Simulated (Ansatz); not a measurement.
# Molecular dynamics of H21O10F (part 3 of 3)

H21O10F (disordered cell, 32 atoms in the cell); DFT PBE-D3(BJ), scalar-relativistic, plane waves, PAW, no spin polarisation (Ansatz 0.2.0); cutoff 420 eV, 1×1×1 k-mesh, Fermi–Dirac smearing of 0.02 eV. It belongs to a series of runs on one base structure; here: dynamics from the last frame of the run before.

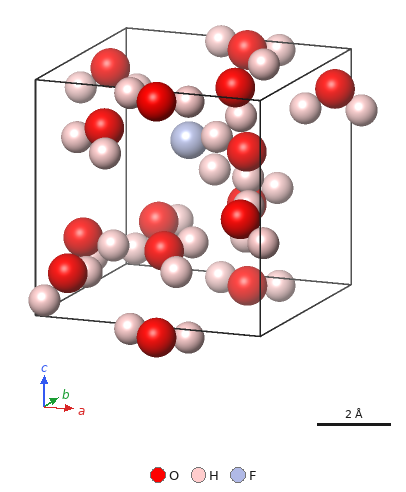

**Figure 1.** The geometry at step 314 of the log (spheres-only view of the cell of the calculation, seen slightly off an axis).

Trajectory as extended XYZ, continued
```
32
Lattice="6.6988 0.0000 0.0000 0.0000 6.6988 0.0000 0.0000 0.0000 6.6988" Properties=species:S:1:pos:R:3:forces:R:3 step=200 time_fs=100.0 energy=-6821.33435 temperature=342.4
O     1.7952    1.2761    5.0021    0.7269   0.9321   1.0378
H     0.8419    1.2839    5.0829   -0.9014  -0.1750  -0.0650
H     1.9795    0.7027    4.2654   -0.0226  -0.7901  -0.8722
O     0.0570    3.5621    1.3254    1.4446   0.0926  -0.5621
H     0.2643    4.1117    0.5085   -0.9929   0.2508   0.2737
H     1.0187    3.4167    1.5469   -0.4684  -0.3973   0.5759
O     4.9229    3.8316    4.3656   -1.9401   1.3083  -0.2538
H     4.0166    4.3436    4.2897    1.9394  -1.3509   0.1640
H     5.3612    4.0100    3.5095   -0.1054   0.0163   0.0022
O     2.9958    3.1160    1.7289   -0.1394   0.3343  -0.1973
H     3.4469    3.9755    1.8960   -0.2018  -0.3379  -0.0248
H     3.2128    2.9323    0.7969    0.2469  -0.1524   0.0630
O     4.0377    5.8023    2.4107    0.2307   1.1497  -0.2317
H     4.7294    6.3976    2.8993   -0.3738  -0.2840  -0.6318
H     3.7797    6.2658    1.5081    0.1107  -0.5008   0.5098
O     0.9576    0.1551    1.5704    0.3151   0.5336   0.3129
H     0.4579   -0.4168    0.9648    0.1466   0.0724  -0.5115
H     1.5846    0.6979    1.0383   -0.5004  -0.5233   0.2284
O     5.2828    1.9243    6.4273    1.0574   0.5774   0.9082
H     5.9514    2.4891    6.9749   -0.9362  -0.8466  -0.1758
H     5.2392    2.3796    5.5768   -0.2286   0.2873  -0.4818
O     3.4834    0.0061    6.7254    0.9045   0.3132   0.1003
H     4.2403    0.6854    6.5902   -0.9066  -0.4138  -0.1109
H     2.7602    0.2101    6.0746    0.3406   0.3083   0.2494
O     5.8981    0.8106    3.4762    0.3531  -0.9542  -0.1678
H     5.4545    1.6313    3.2587   -0.1929   0.6535  -0.2628
H     6.6331    0.6767    2.7897   -0.4248   0.1782   0.1133
O     6.7609    5.2547    5.9771    1.4260  -0.2981  -0.8329
H     5.9039    5.0618    5.5578   -0.2641  -0.1932  -0.2122
H     7.4324    5.0114    5.2640   -0.7813   0.6273   0.8364
F     2.2271    5.4834    3.8929    0.3150   0.0571   0.0080
H     2.9880    5.7615    3.1594   -0.1769  -0.4750   0.2111
32
Lattice="6.6988 0.0000 0.0000 0.0000 6.6988 0.0000 0.0000 0.0000 6.6988" Properties=species:S:1:pos:R:3:forces:R:3 step=229 time_fs=114.5 energy=-6821.23648 temperature=284.3
O     1.8025    1.2264    5.0376    0.1430   0.6048   0.2640
H     0.8627    1.4381    5.0236   -0.6271   0.0771   0.1360
H     1.9176    0.7369    4.2141    0.2693  -0.4246  -0.2858
O     0.0664    3.5325    1.3435   -0.0338  -0.6100   0.6380
H     0.1383    4.1429    0.5619    0.7404  -0.0536   0.3991
H     0.9455    3.3248    1.7771   -0.4966   0.5811  -1.1545
O     4.8947    3.8422    4.3089   -1.2657   0.9829  -1.2725
H     3.8776    3.9915    4.3183    2.1138  -0.1115  -0.1188
H     5.2088    4.2915    3.4387   -0.8682  -0.9562   1.5598
O     2.9213    3.0450    1.6812   -0.5754  -0.2198   0.4135
H     3.3099    3.9197    1.7981    0.2819   0.4425   0.0626
H     3.3378    2.7226    0.8750    0.3652  -0.3296  -0.4287
O     4.0623    5.7884    2.3981    0.3264   0.1780  -0.7405
H     4.7979    6.4328    2.7281   -0.7964  -0.2903   0.0460
H     3.6876    6.1589    1.5217    0.4486  -0.0892   0.1371
O     0.9617    0.1166    1.5423    0.7495   1.3942  -1.0273
H     0.5614   -0.4773    0.8860   -0.3193  -0.3648  -0.2655
H     1.3362    0.8188    0.9182   -0.4609  -0.9867   1.2954
O     5.2434    1.9541    6.4431    0.8974  -0.1342   1.4860
H     5.9499    2.3597    7.0835   -1.1596  -0.1610  -0.8780
H     5.0627    2.5749    5.7314    0.2510   0.5003  -0.5899
O     3.5154   -0.1019    6.6489    0.9068   1.0180  -0.1373
H     4.2247    0.6265    6.5196   -0.4975  -0.9200   0.2696
H     2.7833    0.2910    6.1168   -0.1144  -0.2553   0.0490
O     5.8535    0.7556    3.4166    0.4748  -0.0645  -0.6206
H     5.5776    1.6143    3.0395   -0.0246  -0.0594   0.2335
H     6.6268    0.4919    2.8163   -0.4314   0.2767   0.0706
O     6.7611    5.3252    5.9336    0.8128  -0.0857  -0.2431
H     5.9623    4.9237    5.5385   -0.2112   0.0926  -0.4011
H     7.4452    5.3688    5.2095   -0.6232  -0.1192   0.6795
F     2.2804    5.5479    3.9101   -1.4594  -0.6463   1.2210
H     2.9793    5.5489    3.2248    1.1840   0.7339  -0.7972
32
Lattice="6.6988 0.0000 0.0000 0.0000 6.6988 0.0000 0.0000 0.0000 6.6988" Properties=species:S:1:pos:R:3:forces:R:3 step=257 time_fs=128.5 energy=-6821.26445 temperature=305.5
O     1.7381    1.2198    5.0805    0.1856   0.1253  -0.0532
H     0.8022    1.4713    4.9815    0.0427  -0.1934  -0.1057
H     1.9514    0.6153    4.3298   -0.3133   0.0725   0.2939
O     0.0355    3.4978    1.3776    1.7113   0.2525   0.2745
H     0.2357    4.2005    0.7136   -0.6780  -0.1486  -0.3411
H     1.0025    3.3642    1.6584   -1.1593  -0.4443  -0.1088
O     4.8564    3.8633    4.2808   -1.5208   1.0118  -2.0616
H     3.8535    3.7435    4.3769    1.4701   0.3648  -0.0202
H     4.8717    4.4298    3.3830    0.0773  -1.4427   2.1654
O     2.8512    2.9766    1.6251   -0.8640  -0.2210   0.5477
H     3.2571    3.8354    1.7352    0.3143   0.7755   0.1510
H     3.4753    2.5000    1.0790    0.5107  -0.5505  -0.7367
O     4.0720    5.7541    2.3135   -0.1413   0.9025   0.4014
H     4.6796    6.5036    2.6846    0.1163  -0.4626  -0.1789
H     3.7427    6.1050    1.3727    0.0258  -0.2643   0.2043
O     0.9673    0.0632    1.4732    0.3670   1.4632  -0.2140
H     0.6113   -0.5112    0.7739   -0.3024  -0.0939  -0.4701
H     1.1504    0.9193    0.9859   -0.1902  -1.1304   0.6283
O     5.2020    1.9193    6.4562    0.8103   1.0110   1.3303
H     5.7754    2.3850    7.1804   -0.4549  -0.5667  -0.9412
H     5.0826    2.6437    5.8134   -0.0187  -0.1862  -0.3564
O     3.5848   -0.2006    6.6092    1.4804   0.4373   0.4001
H     4.3286    0.4989    6.5031   -1.0853  -0.6866  -0.1082
H     2.7986    0.1877    6.1845   -0.1994   0.2505  -0.0740
O     5.8333    0.7062    3.3258   -0.3130   1.1391  -0.6140
H     5.6376    1.6460    3.0261    0.3479  -1.1611   0.5510
H     6.5570    0.3863    2.7017   -0.0367   0.2957  -0.0808
O     6.7911    5.3468    5.9097   -0.3280  -0.2495  -0.1579
H     6.0485    4.9659    5.3752    0.1139   0.1454   0.3038
H     7.4302    5.6613    5.2438    0.2143  -0.1548  -0.0012
F     2.3016    5.5368    3.9432    0.8272   0.4055  -0.5473
H     3.1590    5.7744    3.2439   -1.0098  -0.6958  -0.0802
32
Lattice="6.6988 0.0000 0.0000 0.0000 6.6988 0.0000 0.0000 0.0000 6.6988" Properties=species:S:1:pos:R:3:forces:R:3 step=286 time_fs=143.0 energy=-6821.25674 temperature=287.2
O     1.6482    1.2206    5.1437   -0.6062  -0.3274  -0.4937
H     0.7158    1.4209    4.8685    0.8040  -0.2230   0.2953
H     1.8929    0.4402    4.5743    0.0044   0.5177   0.0551
O     0.0452    3.4732    1.4263    0.6829  -1.2839   0.6523
H     0.0426    4.1088    0.6964    0.4930   0.3912  -0.3539
H     1.0052    3.1559    1.5589   -1.1084   0.8258  -0.4914
O     4.8031    3.8555    4.2550    0.5574   1.0548  -2.0769
H     3.9083    3.6267    4.5158   -0.8038   0.1846   0.1050
H     4.6608    4.4241    3.3706    0.3294  -1.2339   2.0125
O     2.7683    2.8886    1.5393   -0.8224   0.0096   0.4807
H     3.2236    3.7248    1.6581    0.1917   0.5980   0.0916
H     3.4363    2.3175    1.1666    0.5879  -0.6129  -0.6258
O     4.0459    5.7689    2.2654   -0.0047  -0.5701   1.1291
H     4.7132    6.4685    2.5772   -0.2488  -0.1476   0.2498
H     3.8545    5.9844    1.3087   -0.2188   0.1851  -0.8368
O     0.9595    0.0175    1.3685    0.0110   0.5119   0.1158
H     0.5859   -0.4047    0.5590   -0.2855  -0.1165   0.0788
H     1.0193    0.9539    1.1098    0.2731  -0.1168  -0.1486
O     5.1755    1.9128    6.4958    0.3320   1.0175  -0.2699
H     5.7968    2.3520    7.1650   -0.2861  -0.1037  -0.3641
H     5.1527    2.5509    5.7287    0.0744  -0.6261   0.6765
O     3.6894   -0.3170    6.5782    1.0995   0.8488  -0.4623
H     4.2946    0.4849    6.4253   -0.1847  -0.8369   0.2185
H     2.8416    0.0744    6.3530   -0.8266   0.0776  -0.0663
O     5.8170    0.6751    3.2125   -0.8522   1.9422   0.7520
H     5.6688    1.6750    3.1474    0.2633  -1.5320   0.0023
H     6.5359    0.4379    2.5973    0.7603  -0.1649  -0.7106
O     6.8085    5.3552    5.8863   -1.2875  -0.7700  -0.0317
H     6.0533    5.0376    5.3027    0.6481   0.3625   0.5485
H     7.4368    5.7975    5.3098    0.3376  -0.0702  -0.5698
F     2.3466    5.5343    3.9635   -0.1751   0.2177  -0.4906
H     2.9148    5.7104    3.1082    0.2608  -0.0093   0.5285
32
Lattice="6.6988 0.0000 0.0000 0.0000 6.6988 0.0000 0.0000 0.0000 6.6988" Properties=species:S:1:pos:R:3:forces:R:3 step=314 time_fs=157.0 energy=-6821.15114 temperature=262.4
O     1.5708    1.1951    5.2017   -0.3348  -0.1920  -0.5059
H     0.6778    1.3935    4.8203    0.8781  -0.3583   0.3101
H     1.9066    0.4118    4.6829   -0.2192   0.6043   0.0513
O     0.0379    3.4247    1.4747    1.4470  -0.3737  -0.7357
H     0.0334    4.1188    0.7856   -0.3112   0.3299  -0.0562
H     1.0338    3.1848    1.3826   -1.2176   0.0590   0.5244
O     4.7644    3.7979    4.2413    0.6435   1.2060  -2.4140
H     3.8844    3.7593    4.5956   -1.2777   0.0417   0.6342
H     4.5780    4.3575    3.3695    0.7743  -1.3621   1.8263
O     2.6961    2.8171    1.4571   -0.0511   0.1624   0.2725
H     3.2083    3.6387    1.5649   -0.0893  -0.1576  -0.0267
H     3.3142    2.1932    1.0478    0.2673   0.0481  -0.3616
O     3.9715    5.7531    2.2544   -0.1389  -1.1057   0.9708
H     4.6284    6.3795    2.6353    0.7298   0.6809   0.0500
H     3.8643    5.9653    1.2736   -0.0470   0.1158  -0.6309
O     0.9556    0.0173    1.2820   -0.4906  -1.5631   0.3097
H     0.3730   -0.2620    0.5218    0.4028   0.0977   0.0921
H     1.1535    0.9229    1.1407    0.4303   1.6891  -0.6053
O     5.1702    1.9469    6.5070    0.0055   0.2023  -0.5623
H     5.8291    2.4225    7.1178   -0.2871  -0.0753  -0.4513
H     5.1721    2.3679    5.6031    0.1955  -0.0566   1.0952
O     3.7615   -0.3782    6.4901    0.8866   0.3681   0.1776
H     4.3918    0.4177    6.3707   -0.9431  -0.5472   0.2681
H     2.8485   -0.0581    6.5861   -0.0876   0.3745  -0.3521
O     5.8400    0.6787    3.1024   -1.5997   0.7043   1.7004
H     5.6915    1.6402    3.2580    0.2492  -0.5231  -0.5152
H     6.5905    0.5000    2.5297    1.1348  -0.0850  -1.0061
O     6.7666    5.3477    5.8637   -1.5841  -0.4935  -0.1789
H     5.9681    5.1388    5.2887    0.7836   0.0346   0.6646
H     7.4264    5.6718    5.2429    0.4759  -0.0572  -0.4047
F     2.3460    5.5269    3.9765    0.2334   0.0724  -0.2603
H     3.0592    5.6473    3.1813   -0.8588   0.1592   0.1199
32
Lattice="6.6988 0.0000 0.0000 0.0000 6.6988 0.0000 0.0000 0.0000 6.6988" Properties=species:S:1:pos:R:3:forces:R:3 step=343 time_fs=171.5 energy=-6821.37974 temperature=316.2
O     1.5214    1.1819    5.2503    0.7886  -0.6152  -0.9339
H     0.6528    1.2671    4.8114    0.1373  -0.1379   0.1594
H     1.9906    0.5166    4.6466   -0.7195   0.7385   0.8066
O     0.0542    3.4101    1.4569   -0.0838  -0.2619   0.0059
H    -0.1100    4.2369    0.9589    0.6551  -0.1716  -0.0495
H     1.0358    3.1730    1.4056   -0.8526   0.4533  -0.2645
O     4.6937    3.7176    4.2263    0.5839   0.4121  -1.0019
H     3.8981    4.0005    4.6922   -0.5736   0.2144  -0.0099
H     4.6634    4.2322    3.3596   -0.0109  -0.7040   1.1087
O     2.6438    2.7268    1.3554    1.2697   0.1551  -0.3987
H     3.1216    3.5780    1.4922   -0.4142  -0.4432   0.1394
H     3.2932    2.2583    0.7598   -0.4788   0.4119   0.2706
O     3.9270    5.7078    2.2818    0.2139  -0.4770   0.1517
H     4.6432    6.3223    2.5510    0.7266   0.6732   0.9222
H     3.8739    5.9675    1.3231   -0.4686  -0.2078  -1.0423
O     0.9720    0.0424    1.2192   -0.7993  -1.0203   0.5859
H     0.3411   -0.1414    0.4891    0.1703  -0.4601  -0.3155
H     1.4101    0.7993    0.8740    0.7302   1.5650  -0.4614
O     5.1585    1.9538    6.5278    0.2197   0.9664  -1.0617
H     5.8192    2.5096    7.0600   -0.1241  -0.4708   0.2993
H     5.2139    2.3872    5.6251   -0.2949  -0.4218   0.8071
O     3.8472   -0.4086    6.4648   -0.2572   1.4869   0.2839
H     4.3805    0.4611    6.3843   -0.1885  -0.9431   0.1299
H     2.9260   -0.0506    6.5430    0.3875  -0.5239  -0.4742
O     5.8779    0.6782    3.0817   -1.2029   0.0237   1.2454
H     5.7036    1.6293    3.1061   -0.1759   0.2891  -0.1392
H     6.5572    0.5481    2.4151    1.3114  -0.2257  -1.0251
O     6.6783    5.3301    5.8239   -0.8560  -0.2852  -0.4583
H     5.8519    5.1371    5.3021    0.7199   0.0179   0.4005
H     7.3947    5.2944    5.1571   -0.0414   0.0253   0.1180
F     2.3218    5.5148    3.9809    0.0698   0.3431  -0.3357
H     2.9573    5.7352    3.1344   -0.4418  -0.4063   0.5372
32
Lattice="6.6988 0.0000 0.0000 0.0000 6.6988 0.0000 0.0000 0.0000 6.6988" Properties=species:S:1:pos:R:3:forces:R:3 step=371 time_fs=185.5 energy=-6821.43073 temperature=333.2
O     1.4998    1.2161    5.2694    1.4279  -1.0253  -1.0686
H     0.6271    1.1074    4.8530   -0.2673  -0.0326  -0.0051
H     2.0502    0.5816    4.6879   -1.0615   1.1435   0.8223
O     0.0435    3.4039    1.4360    0.3943   1.2340  -0.2574
H    -0.0057    4.3164    1.0317   -0.3189  -1.0139   0.2381
H     1.0202    3.2232    1.3358   -0.4862  -0.5123  -0.0066
O     4.6361    3.6540    4.2546   -0.2928   0.4199   0.4177
H     3.9061    4.1698    4.6501   -0.1918  -0.2722   0.2287
H     4.6535    4.0969    3.3900    0.3771  -0.0332  -0.5892
O     2.6356    2.6549    1.2295    0.9803   0.8697  -0.4910
H     2.9141    3.5460    1.5721    0.0615  -0.9734  -0.2726
H     3.2740    2.4796    0.4647   -0.4992   0.2443   0.9807
O     3.9658    5.6942    2.2995   -0.4477  -1.0520   1.0073
H     4.6591    6.3036    2.6577    0.3520   0.3856  -0.1339
H     3.7945    5.8911    1.3488    0.3075   0.4507  -0.7538
O     0.9777    0.1021    1.1448   -0.2087  -0.7308  -0.0997
H     0.5668   -0.3062    0.3451   -0.1689   0.0896   0.1622
H     1.5585    0.7569    0.7428    0.0985   0.6158   0.0234
O     5.1440    1.9992    6.5452   -0.5376  -0.1435  -0.4226
H     5.8011    2.3877    7.1926    0.0839   0.3918  -0.3738
H     5.1575    2.5219    5.7072    0.2330  -0.1842   0.4301
O     3.8892   -0.4002    6.4936   -0.7560   0.1905  -0.4192
H     4.4889    0.4223    6.4403   -0.9570  -0.3132  -0.0825
H     2.9437   -0.1996    6.2184    1.5850   0.2009   0.2662
O     5.9289    0.6865    3.0846   -0.6475  -0.7982   1.2238
H     5.5274    1.5053    2.8280   -0.5036   1.2587  -0.1002
H     6.5673    0.5239    2.3796    1.1351  -0.3377  -0.9619
O     6.5638    5.3065    5.7658    0.5790  -0.2415   0.0037
H     5.7624    5.0140    5.2990   -0.2330  -0.0719   0.0059
H     7.2854    4.9394    5.2161   -0.1341   0.2062   0.0755
F     2.2445    5.5202    3.9665   -0.8096  -0.1965   0.9654
H     2.8253    5.6222    3.1837    0.9063   0.2312  -0.8129
32
Lattice="6.6988 0.0000 0.0000 0.0000 6.6988 0.0000 0.0000 0.0000 6.6988" Properties=species:S:1:pos:R:3:forces:R:3 step=400 time_fs=200.0 energy=-6821.01456 temperature=234.9
O     1.4974    1.2362    5.2476    0.8107  -0.2045  -0.9671
H     0.5750    0.9969    5.0341    0.0557  -0.0705  -0.0575
H     2.0112    0.7674    4.5293   -0.8747   0.4673   0.6866
O     0.0503    3.4216    1.4385   -0.6274   0.6444  -0.2462
H     0.0097    4.3129    0.9795    0.3468  -1.2036   0.3017
H     0.9027    2.9721    1.2172    0.1273   0.6518  -0.1186
O     4.5684    3.6488    4.2991   -1.6806  -0.2923   4.1233
H     3.7616    4.1763    4.5980    0.9983  -0.7105  -0.8553
H     4.7476    3.8650    3.4285    0.5571   1.0862  -3.1555
O     2.6386    2.5889    1.1074    1.0412   0.8078  -0.6708
H     2.8873    3.3574    1.6679   -0.1726  -0.4253  -0.1331
H     3.3212    2.6526    0.3540   -0.7713  -0.5194   1.1293
O     4.0037    5.6361    2.3518   -0.0716   0.2287   0.2628
H     4.6492    6.3123    2.7056    0.5769  -0.2294   0.3553
H     3.9137    5.9741    1.4078   -0.7286  -0.4032  -0.2900
O     0.9793    0.1500    1.0489    0.8141   1.0777   0.9242
H     0.7872   -0.3673    0.2589   -0.2890   0.1151  -0.5630
H     1.5346    0.9384    0.7783   -0.6097  -1.2211   0.0602
O     5.1187    2.0132    6.5635    0.3753   0.9957   0.0246
H     5.7782    2.4917    7.1801   -0.3910  -0.4376   0.0068
H     5.1380    2.6414    5.8091   -0.1902  -0.4633  -0.4085
O     3.9119   -0.4310    6.5091   -0.6539   1.1873  -1.4939
H     4.4245    0.4362    6.4368    0.0099  -0.5897   0.2322
H     3.1656   -0.2288    5.8568    0.7229  -0.5823   1.3053
O     5.9303    0.6786    3.0651   -0.7466  -1.1134   1.9054
H     5.4434    1.3955    2.7037   -0.4307   1.5118  -0.6685
H     6.6745    0.5049    2.4868    0.9339  -0.3001  -1.2969
O     6.5105    5.2685    5.6917    0.7656  -0.3836   0.2057
H     5.6870    4.9082    5.3248   -0.3495   0.0104  -0.0604
H     7.1931    4.7374    5.2350   -0.0275   0.3244  -0.0669
F     2.1537    5.5146    3.9480    1.2618   0.0049  -0.6032
H     2.9619    5.6001    3.2057   -0.7825   0.0362   0.1318
```
